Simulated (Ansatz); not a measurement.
Fields on a plane of As (A7 type, space group R-3m)

```yaml
crystal:
  lattice:
    - [1.89202, 1.09236, 3.36884]
    - [-1.89202, 1.09236, 3.36884]
    - [0.00000, -2.18472, 3.36884]
  atoms:
    - { symbol: As, position: [0.23031, 0.23031, 0.23031] }
    - { symbol: As, position: [0.76969, 0.76969, 0.76969] }
```

The slice is a (-1 1 0 4) plane (indices of the conventional cell) through the point (0.770, 0.770, 0.770) (fractional), spanned by u = [1 0 -1] and v = [1 -1 1] in vectors of this cell: u (3.78 Å) and v (5.52 Å, at 90° to u). It covers one period; positions are fractions (u, v).

Atoms on it: As at (0.00, 0.00). Other atoms lie within 1 Å of the plane.

These are PBE-D3(BJ) (plane waves to 420 eV, PAW, scalar-relativistic; Ansatz, a quantum-chemistry and plane-wave program) values and carry that method's errors. k mesh 11×11×11. Near the nuclei the fields are pseudised (PAW); where an atom keeps semicore shells as valence, they peak there. As was relaxed with its symmetry unable to fall. The PAW data are Ansatz's earlier set.

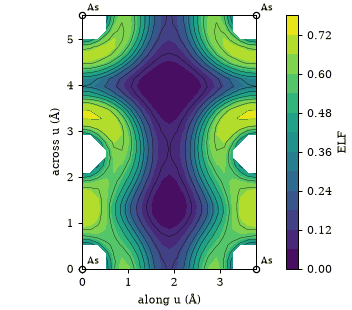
*Electron localisation function (ELF), one period of the plane, atoms marked. Points within 0.5 Å of a nucleus are left white, as the pseudised field means little there.*

```
|xxxxxxxxxxxx0044667788888877664400xxxxxxxxxx|
|xxxxxxxxxxxx0044668888888888664400xxxxxxxxxx|
|xxxxxxxxxx00225577888888888877552200xxxxxxxx|
|xxxxxxxxxx00446688889999998888664400xxxxxxxx|
|xxxxxx0000446677889999999999887766440000xxxx|
|00000022556677889999999999999988776655220000|
|44445555667788999999999999999999887766555544|
|66666677888899999999999999999999998888776666|
|66667777888899999999999999999999998888777766|
|55666677778899999999999999999999998877776666|
|22334455667788999999999999999999887766554433|
|xxxx00114466778899999999999999887766441100xx|
|xxxxxxxx003366778899999999998877663300xxxxxx|
|xxxxxxxxxx00446688889999998888664400xxxxxxxx|
|xxxxxxxxxx00225577889999998877552200xxxxxxxx|
|xxxxxxxxxxxx0055778899999988775500xxxxxxxxxx|
|xxxxxxxxxxxx0044778899999988774400xxxxxxxxxx|
|xxxxxxxxxxxx0044778899999988774400xxxxxxxxxx|
|xxxxxxxxxxxx0055778899999988775500xxxxxxxxxx|
|xxxxxxxxxx00225577889999998877552200xxxxxxxx|
|xxxxxxxxxx00446688889999998888664400xxxxxxxx|
|xxxxxxxx003355778899999999998877553300xxxxxx|
|00000011445577888899999999998888775544110000|
|11112244556677889999999999999988776655442211|
|11223344556677889999999999999988776655443322|
|00000011445577888899999999998888775544110000|
|xxxxxx0000446677889999999999887766440000xxxx|
|xxxxxxxxxx00446677889999998877664400xxxxxxxx|
|xxxxxxxxxx00225577888888888877552200xxxxxxxx|
|xxxxxxxxxxxx0044668888888888664400xxxxxxxxxx|
|xxxxxxxxxxxx0044667788888877664400xxxxxxxxxx|
|xxxxxxxxxxxx0033667788888877663300xxxxxxxxxx|
```
Scale: ten equal steps from -3.00 (start of '0') to 5.87 (end of '9'), in the order '0123456789'. Values: electrostatic potential energy of an electron, from the cell's mean, in eV. The map has 22 points along u (two characters each, u = 0 at the left) and 32 along v (v = 0 in the bottom row). Points within 1 Å of a nucleus are blanked (x), as the pseudised field means little there. Values under -3 eV are set to -3. The zero, the cell's mean, hangs on the PAW cores.
